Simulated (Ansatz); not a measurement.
# Geometry relaxation of C2H5NOSi (part 2 of 2)

C2H5NOSi; RKS CAM-B3LYP/def2-SVP (Ansatz 0.2.0). It belongs to a series of runs on one base structure; here: end point B relaxed.

Geometry of the input (Å):
```
O  -1.8247  -2.8384  -0.5258
C  -1.4303  -1.8212  -0.0590
N  -1.0039  -0.8412  0.3956
C  0.1679  -0.2199  -0.4075
Si 1.5366  -1.4234  -0.4925
H  0.4955  0.6602  0.2112
H  -0.1623  0.0931  -1.3722
H  1.1519  -2.6383  -1.2943
H  2.0193  -1.9142  0.8508
H  2.6746  -0.8304  -1.2050
```

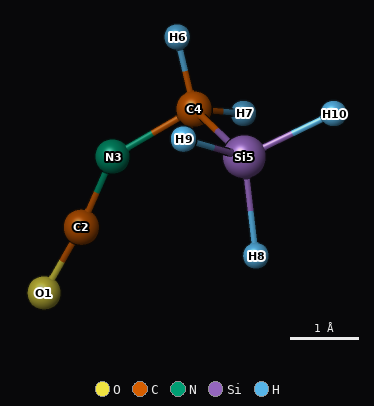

Fig. 1: The geometry at step 6 of the log (ball-and-stick view, seen at a tilt; atoms are numbered from 1 in the order of the input).

```
mean field -13560.50872926 eV, -498.3395041574 hartree, gradient 7.2e-6 eV, S^2 0.000000; 1 other end points of the search recorded, 0 dependent functions left out
the calculation of the forces begins
reference -13560.50884776 eV, -498.3395085121 hartree; 23, 23 occupied and 76, 76 virtual orbitals, 1075 factors
Total energy: -13560.50884776 eV, -498.3395085121 hartree
Atom 0 at    -2.643824    -2.674128    -0.116270 Å, force    -0.006078    -0.004319     0.000706 eV/Å
Atom 1 at    -1.768143    -1.897002    -0.061039 Å, force     0.013561     0.014419     0.001817 eV/Å
Atom 2 at    -0.906605    -1.086714     0.091269 Å, force    -0.012018    -0.013616     0.000700 eV/Å
Atom 3 at     0.200491    -0.346014    -0.423500 Å, force     0.012500    -0.004556    -0.000545 eV/Å
Atom 4 at     1.789652    -1.389168    -0.526590 Å, force    -0.008408     0.005060     0.001883 eV/Å
Atom 5 at     0.390070     0.520295     0.229599 Å, force    -0.000052     0.000623     0.001210 eV/Å
Atom 6 at    -0.034893     0.065141    -1.420221 Å, force    -0.000711     0.000987    -0.004380 eV/Å
Atom 7 at     1.553005    -2.553686    -1.421173 Å, force     0.000218    -0.000239    -0.001548 eV/Å
Atom 8 at     2.163283    -1.871104     0.828868 Å, force    -0.001068    -0.000310     0.000997 eV/Å
Atom 9 at     2.881573    -0.541349    -1.079603 Å, force     0.002056     0.001950    -0.000841 eV/Å
Dipole moment:     0.458163     0.391428    -0.144134 e Å
```

### Trajectory as extended XYZ (Å, eV, eV/Å), 10 frames, from step=1 to step=10
```
10
Properties=species:S:1:pos:R:3:forces:R:3 step=1 energy=-13559.78455
O    -1.8247   -2.8384   -0.5258    0.2461   1.5173   0.8629
C    -1.4303   -1.8212   -0.0590   -3.0031  -6.6527  -2.7413
N    -1.0039   -0.8412    0.3956    3.3098   5.1308   0.6059
C     0.1679   -0.2199   -0.4075   -1.1798   0.7230   3.3207
Si    1.5366   -1.4234   -0.4925    1.4186  -1.6834  -0.1017
H     0.4955    0.6602    0.2112   -0.2414  -0.4306  -0.7679
H    -0.1623    0.0931   -1.3722   -0.4622   0.5038  -0.9872
H     1.1519   -2.6383   -1.2943   -0.1165   0.2657   0.2141
H     2.0193   -1.9142    0.8508   -0.2870   0.3015  -0.2556
H     2.6746   -0.8304   -1.2050    0.3157   0.3248  -0.1499
10
Properties=species:S:1:pos:R:3:forces:R:3 step=2 energy=-13560.22709
O    -2.0163   -2.8378   -0.5033    0.0977   0.9098   0.6135
C    -1.5210   -1.8609   -0.0766   -0.1744  -0.8060  -0.3808
N    -0.9843   -0.8653    0.3711    0.8892  -0.0347  -1.0142
C     0.1902   -0.2546   -0.3727   -1.1996   0.3216   1.2916
Si    1.6289   -1.4299   -0.5186    0.3885  -0.5893   0.1280
H     0.5037    0.6405    0.1962   -0.1156  -0.1378  -0.1718
H    -0.1620    0.0829   -1.3484   -0.0104   0.1898  -0.3234
H     1.1785   -2.6334   -1.2816    0.0893   0.0835   0.0349
H     2.0484   -1.8523    0.8514    0.0161   0.0373  -0.1346
H     2.7585   -0.7630   -1.2161    0.0192   0.0258  -0.0432
10
Properties=species:S:1:pos:R:3:forces:R:3 step=3 energy=-13560.34699
O    -2.1777   -2.8087   -0.4633   -0.0641   0.3604   0.3691
C    -1.5804   -1.8770   -0.0876    0.7783   0.8028   0.2012
N    -0.9546   -0.9077    0.3334   -0.2820  -1.1544  -1.0307
C     0.1856   -0.2663   -0.3661   -0.6380  -0.0292   0.3649
Si    1.6765   -1.4325   -0.5134    0.0238   0.0895  -0.0043
H     0.4654    0.6276    0.2047    0.0531   0.0532   0.0603
H    -0.1496    0.0979   -1.3542    0.1242  -0.0580   0.0317
H     1.2559   -2.6368   -1.2784    0.0222  -0.0157  -0.0086
H     2.1147   -1.8357    0.8475    0.0274  -0.0145   0.0006
H     2.7888   -0.7344   -1.2212   -0.0448  -0.0341   0.0160
10
Properties=species:S:1:pos:R:3:forces:R:3 step=4 energy=-13560.42588
O    -2.3407   -2.7795   -0.4028    0.2079   0.4687   0.3160
C    -1.6380   -1.8913   -0.1021    0.6032   0.6743   0.1890
N    -0.9404   -0.9601    0.2737   -0.6849  -1.2089  -0.6893
C     0.1825   -0.2873   -0.3579    0.0019   0.0004  -0.2015
Si    1.7209   -1.4157   -0.5141   -0.2097   0.1959   0.0300
H     0.4427    0.6008    0.2297    0.0063   0.0735   0.1124
H    -0.1035    0.0888   -1.3627    0.0536  -0.0862   0.1931
H     1.3152   -2.6242   -1.2767    0.0363  -0.0514  -0.0388
H     2.1691   -1.8096    0.8429    0.0659  -0.0399   0.0508
H     2.8167   -0.6956   -1.2286   -0.0804  -0.0264   0.0384
10
Properties=species:S:1:pos:R:3:forces:R:3 step=5 energy=-13560.48178
O    -2.4782   -2.7548   -0.2596    0.0015   0.0766   0.0283
C    -1.6969   -1.8958   -0.1094    0.0169  -0.0088   0.0480
N    -0.9449   -0.9955    0.1431    0.1322  -0.1796  -0.2376
C     0.2042   -0.2960   -0.3912   -0.4794  -0.1540   0.2899
Si    1.7461   -1.4101   -0.5102    0.0079   0.1402  -0.0744
H     0.3851    0.5527    0.2838    0.2321   0.0967  -0.1465
H    -0.0504    0.1185   -1.3828    0.1325   0.0359   0.0432
H     1.4150   -2.6155   -1.3091   -0.0651  -0.0564  -0.0307
H     2.2188   -1.8220    0.8319   -0.0414  -0.0132   0.1104
H     2.8256   -0.6551   -1.1951    0.0627   0.0626  -0.0306
10
Properties=species:S:1:pos:R:3:forces:R:3 step=6 energy=-13560.49558
O    -2.4927   -2.7564   -0.2282   -0.0725  -0.0821  -0.0070
C    -1.6866   -1.9167   -0.1101    0.0937   0.1868   0.0639
N    -0.9122   -1.0309    0.1117   -0.1019  -0.1088  -0.0900
C     0.2065   -0.2885   -0.3978   -0.1635  -0.1179   0.1069
Si    1.7451   -1.4030   -0.5117    0.0173   0.1281  -0.0780
H     0.3913    0.5571    0.2819    0.0987   0.0283  -0.0724
H    -0.0356    0.1409   -1.3873    0.0662  -0.0184   0.0667
H     1.3883   -2.6023   -1.3122   -0.0028  -0.0293  -0.0268
H     2.1866   -1.8235    0.8408   -0.0175  -0.0023   0.0549
H     2.8340   -0.6503   -1.1857    0.0823   0.0155  -0.0181
10
Properties=species:S:1:pos:R:3:forces:R:3 step=7 energy=-13560.50001
O    -2.5703   -2.7389   -0.1861    0.2860   0.2614  -0.0077
C    -1.7323   -1.9187   -0.1037   -0.2650  -0.1973   0.0624
N    -0.9290   -1.0555    0.0865    0.1321   0.0185  -0.0739
C     0.2006   -0.3168   -0.3952   -0.0276   0.0711  -0.0352
Si    1.7704   -1.3832   -0.5228   -0.0465  -0.1592   0.0501
H     0.3986    0.5319    0.2790   -0.0518  -0.0317   0.0092
H    -0.0165    0.1247   -1.3830   -0.0402  -0.0031  -0.0032
H     1.4361   -2.5825   -1.3369    0.0388  -0.0157  -0.0095
H     2.1916   -1.8053    0.8386    0.0159  -0.0185   0.0028
H     2.8753   -0.6293   -1.1749   -0.0418   0.0745   0.0050
10
Properties=species:S:1:pos:R:3:forces:R:3 step=8 energy=-13560.50762
O    -2.6174   -2.6920   -0.1380   -0.0311  -0.0370   0.0055
C    -1.7533   -1.9041   -0.0698    0.1300   0.1509   0.0116
N    -0.9062   -1.0785    0.0960   -0.1345  -0.1176  -0.0192
C     0.1989   -0.3328   -0.4170    0.0457   0.0125  -0.0216
Si    1.7804   -1.3893   -0.5260    0.0291   0.0156   0.0009
H     0.3862    0.5299    0.2427    0.0176  -0.0225  -0.0238
H    -0.0361    0.0844   -1.4125   -0.0076  -0.0163   0.0305
H     1.5227   -2.5634   -1.4025   -0.0153   0.0035   0.0059
H     2.1646   -1.8555    0.8319   -0.0084  -0.0083   0.0033
H     2.8846   -0.5726   -1.1033   -0.0254   0.0192   0.0068
10
Properties=species:S:1:pos:R:3:forces:R:3 step=9 energy=-13560.50854
O    -2.6348   -2.6794   -0.1232    0.0125   0.0087   0.0012
C    -1.7619   -1.8991   -0.0640   -0.0608  -0.0456  -0.0036
N    -0.9047   -1.0860    0.0928    0.0363   0.0365   0.0035
C     0.2000   -0.3412   -0.4222    0.0132  -0.0073   0.0024
Si    1.7869   -1.3883   -0.5261    0.0071  -0.0019  -0.0113
H     0.3882    0.5239    0.2328    0.0053   0.0007   0.0027
H    -0.0385    0.0722   -1.4174    0.0059  -0.0057  -0.0029
H     1.5419   -2.5562   -1.4147   -0.0016   0.0056   0.0024
H     2.1625   -1.8670    0.8301   -0.0053   0.0030   0.0008
H     2.8850   -0.5525   -1.0868   -0.0125   0.0060   0.0048
10
Properties=species:S:1:pos:R:3:forces:R:3 step=10 energy=-13560.50873
O    -2.6438   -2.6741   -0.1163   -0.0061  -0.0043   0.0007
C    -1.7681   -1.8970   -0.0610    0.0136   0.0144   0.0018
N    -0.9066   -1.0867    0.0913   -0.0120  -0.0136   0.0007
C     0.2005   -0.3460   -0.4235    0.0125  -0.0046  -0.0005
Si    1.7897   -1.3892   -0.5266   -0.0084   0.0051   0.0019
H     0.3901    0.5203    0.2296   -0.0001   0.0006   0.0012
H    -0.0349    0.0651   -1.4202   -0.0007   0.0010  -0.0044
H     1.5530   -2.5537   -1.4212    0.0002  -0.0002  -0.0015
H     2.1633   -1.8711    0.8289   -0.0011  -0.0003   0.0010
H     2.8816   -0.5413   -1.0796    0.0021   0.0019  -0.0008
```

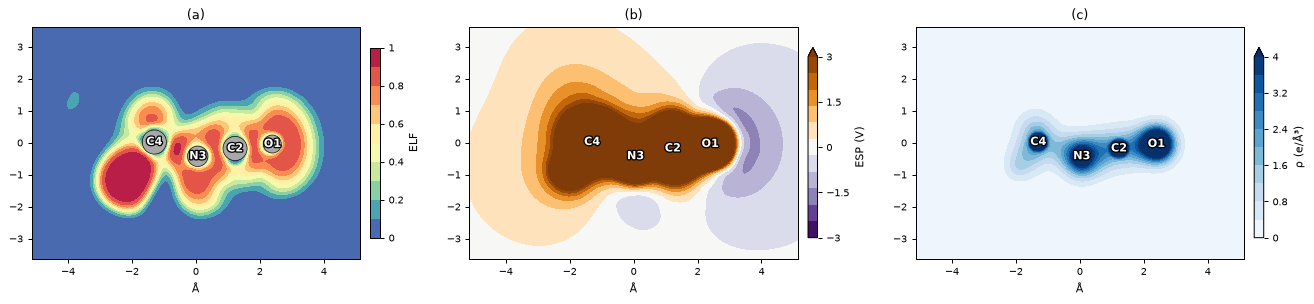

Fig. 2: (a) ELF; (b) molecular electrostatic potential; (c) electron density on the plane of atoms C2, N3 and C4. Grey discs, where drawn, cover atomic cores. The section cuts through O, C and N sites. C–N (1.19 Å): ρ is about 3 e/Å³ halfway; the ELF peaks at about 0.85 between the atoms (a double or triple bond).

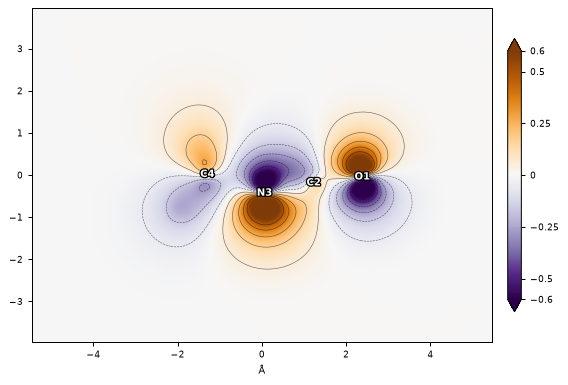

Fig. 3: One frontier orbital on the plane of atoms C2, N3 and C4 (values in Å⁻³ᐟ²; the overall sign is arbitrary). The HOMO−1, at −9.54 eV.

### Summary

```csv
quantity,value
outcome,converged
total energy,−13560.5088 eV
mean-field energy,−13560.5088 eV
largest force (length of the vector) at the end,0.020 eV/Å
wall time,35 s (CPU time 67 s)
peak memory,0.26 GiB
```
